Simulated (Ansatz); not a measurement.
**CH$_{3}$AlF (doublet): density, localisation and related maps**

Input

```
crystal:
  periodic: [false, false, false]
  atoms:
    - { symbol: F, position_ang: [-1.19116, -1.57439, 0.64643] }
    - { symbol: C, position_ang: [-0.10929, -1.00459, 0.07284] }
    - { symbol: Al, position_ang: [0.17695, 0.93705, -0.06478] }
    - { symbol: H, position_ang: [0.51432, -1.81253, -0.33485] }
    - { symbol: H, position_ang: [-0.22647, 1.82813, 1.12913] }
    - { symbol: H, position_ang: [0.79358, 1.64352, -1.29385] }
magnetization:
  spin_polarized: true
  initial_magnetization: 1
basis:
  gaussian: { orbitals: "6-31G*" }
hamiltonian:
  xc: pbe
relax:
  f_tol: 0.015
  max_steps: 40
output:
  orbitals: {}
```

Command:

```sh
ansatz run input.yaml --threads 1 --pin off --max-ram 2048MiB --backend cpu --events-out ev --progress --plain --runs-dir out
```

The fields are those of the relaxed geometry.

Method: UKS PBE/6-31G* (Ansatz 0.2.0).

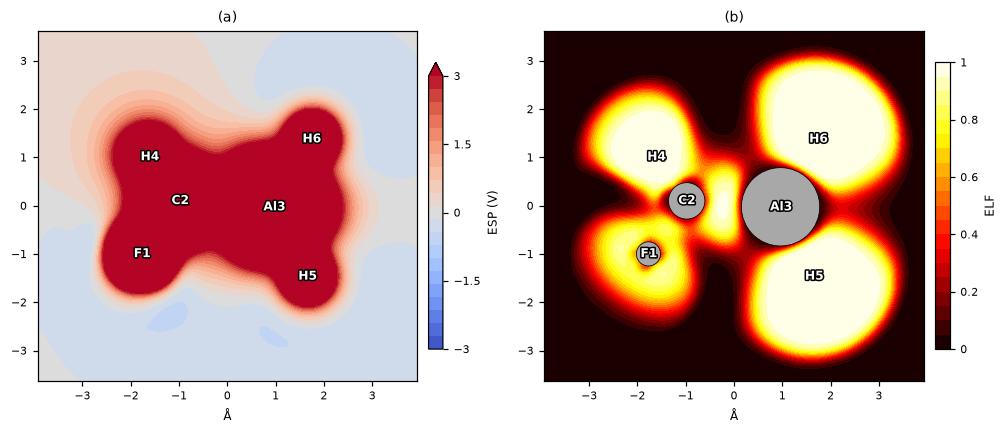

Figure 1. (a) molecular electrostatic potential; (b) ELF on the molecular plane. Grey discs cover the atomic cores in the ELF map.

Q: Describe what can be read from this map.

A:
- The plane passes through F, C, Al and H nuclei.
- C–F (1.35 Å): the ELF peaks at about 0.85 between the atoms: a polar covalent bond.
- C–Al (1.95 Å): the ELF peaks at about 1 between the atoms, as expected for a shared but strongly polarised pair.
- C–H (1.10 Å): the ELF climbs to about 1 towards the hydrogen, as it does in any bond to H: an ordinary covalent bond to hydrogen.
- Al–H (1.60 Å): the ELF climbs to about 1 towards the hydrogen.
- The ELF also peaks beside F1, away from the bonds: non-bonding electrons, paired or unpaired.
- Outside the dense part of the molecule the potential is most negative (−0.5 V) near F1.

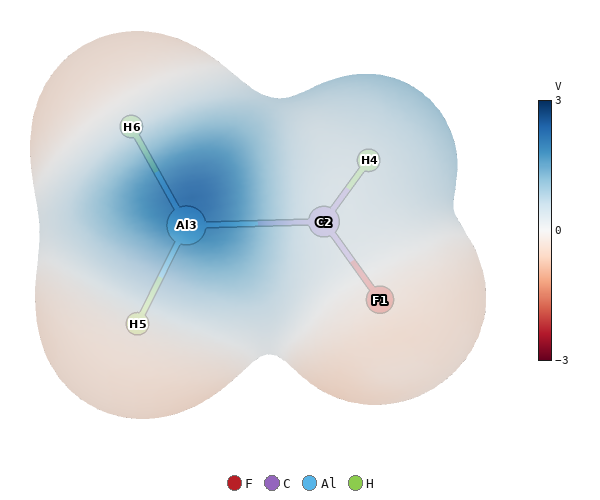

Figure 2. The molecular electrostatic potential painted on the density surface at 0.002 e/bohr³, seen at a tilt; red is negative and blue positive.

Q: Describe the electrostatic potential map.

A: The most negative region (about −0.5 V) lies over F1, the most positive (about +2.4 V) over Al3.

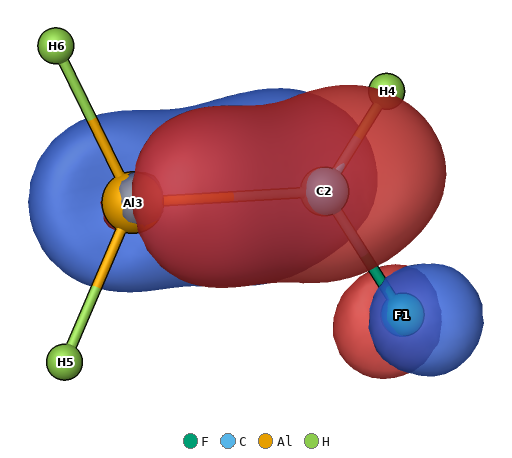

Figure 3. The LUMO (β) at ±0.15 Å⁻³ᐟ² (red and blue are the two phases), seen at a tilt.

Q: What is the character of this orbital?

A: By Hirshfeld shares it lies mainly on C2 (about 45 %), Al3 (about 35 %) and F1 (about 15 %); it changes sign across the molecular plane (π type); π-bonding across C2–Al3. Its energy is −3.65 eV.
